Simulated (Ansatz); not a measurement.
**SbH2 (SMILES [SbH2]): methods side by side**

SbH2: 3 atoms, total charge 0, spin state doublet. As SMILES, `[SbH2]`. The coordinates come from a PBE0-D4/def2-TZVP relaxation.

```xyz
3

Sb    0.6598   -0.3463    0.3157
H     0.0467    1.2442    0.1632
H    -0.7173   -0.9627   -0.4921
```

Quantity: the energy change with the Sb1–H3 bond stretched from 1.711 to 3.423 Å, in eV. The values are calculated.

```
           level                    kind  program  value (eV)  less FCI/STO-3G  CPU time (all runs)
      UHF/STO-3G            Hartree–Fock   Ansatz        2.82            -0.52               0.78 s
     UPBE/STO-3G                     GGA   Ansatz        3.95            +0.61                7.8 s
   UB3LYP/STO-3G           global hybrid   Ansatz        3.99            +0.65                7.9 s
U-wB97M-V/STO-3G  range-separated hybrid   Ansatz        4.20            +0.86                100 s
  UB2PLYP/STO-3G           double hybrid   Ansatz        3.73            +0.39                 10 s
  RPA@PBE/STO-3G                     RPA   Ansatz        3.56            +0.22                 12 s
     UMP2/STO-3G     perturbation theory   Ansatz        3.17            -0.17                1.2 s
 UCCSD(T)/STO-3G   coupled cluster or CI   Ansatz        3.35            +0.01                1.3 s
      FCI/STO-3G      exact in the basis   Ansatz        3.34             0.00                1.8 s
```

FCI/STO-3G is exact within its basis and frozen core, so for wave-function methods in that basis the difference is their error; functionals converge differently with the basis, so for them it is only a difference. All-electron rows without a relativistic Hamiltonian named are non-relativistic. The first shape isn't each level's own minimum. The values span 2.82 to 4.20 eV. Spin contamination of the reference (⟨S²⟩ at least 0.1 too high) touches UHF/STO-3G, UPBE/STO-3G, UB3LYP/STO-3G, U-wB97M-V/STO-3G, UB2PLYP/STO-3G, RPA@PBE/STO-3G, UMP2/STO-3G, UCCSD(T)/STO-3G. All rows use very small basis sets, so even the best lies far from the true value. In the correlated wave-function rows the outer d shell of Sb is correlated, in sets not made for it. Times are those of the runs behind each value, whatever else they computed, on shared processors of several kinds: orders of magnitude only.

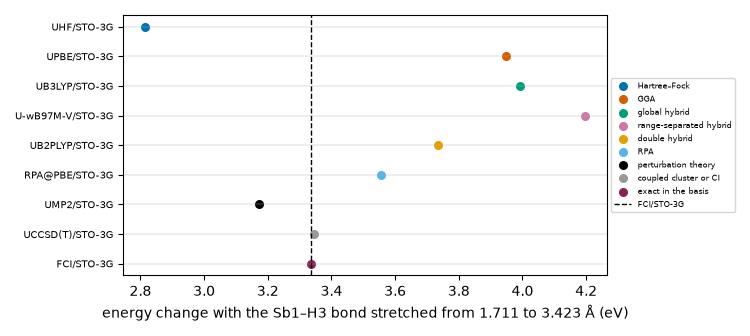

The values of the table, level by level.
